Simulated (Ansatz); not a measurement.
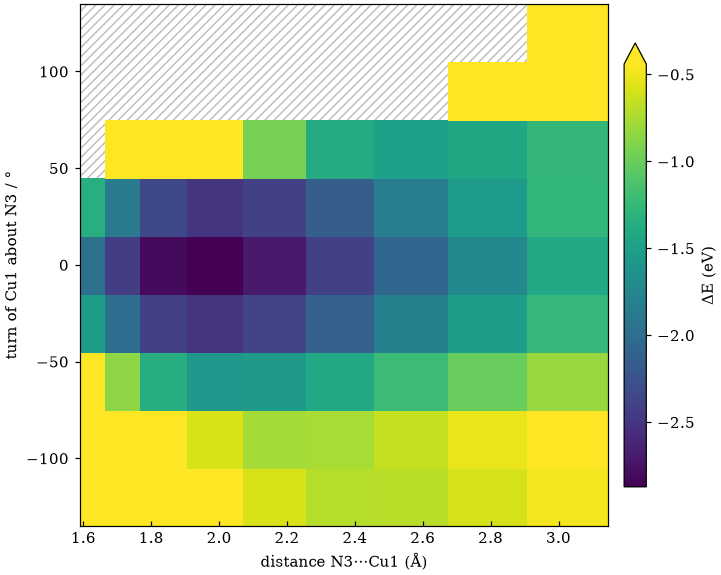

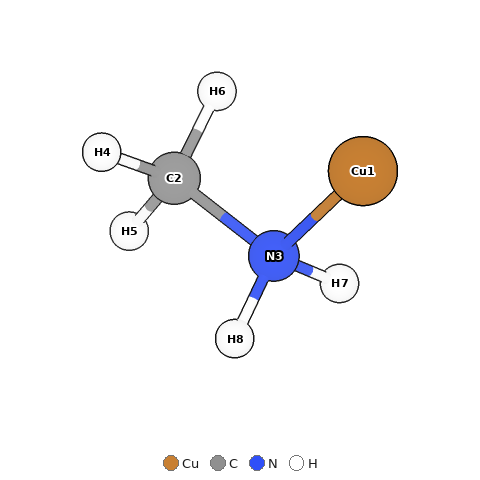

Energy landscape of CH5CuN, charge +1. The turn is about an axis along (0.96, 0.20, 0.18) in the frame of the relaxed pair, normal to the line between the partners. First axis: distance N3···Cu1. Second axis: turn of Cu1 about N3. Grid: 9 × 9 points. At 16 points there is no value (left out of the scan, as a rule where atoms come close). Points are written as (first, second). Energies: eV, counted from the ion and the molecule far apart, frozen as in the relaxed pair, each in its own basis (no counterpoise correction). Energies and slopes of some neighbouring points disagree (a jump in structure or state, or too coarse a mesh). Computed with Ansatz, RKS PBE0-D4/def2-SVPD.

Drawn: one coloured cell a grid point, one colour for all values above the top of the scale, hatched blanks where no value was computed. The second picture is the structure at the lowest point.

**Summarise what can be read from the map.**

The lowest grid point is at (1.982 Å, 0°), −2.87 eV from the ion and the molecule far apart, frozen as in the relaxed pair, each in its own basis (no counterpoise correction). The highest grid point, (1.627 Å, −120°), lies 5.90 eV above the lowest.

Time for the 65 points that were run: 9.1 min on 1 thread of Arm Neoverse V1 (shared host).
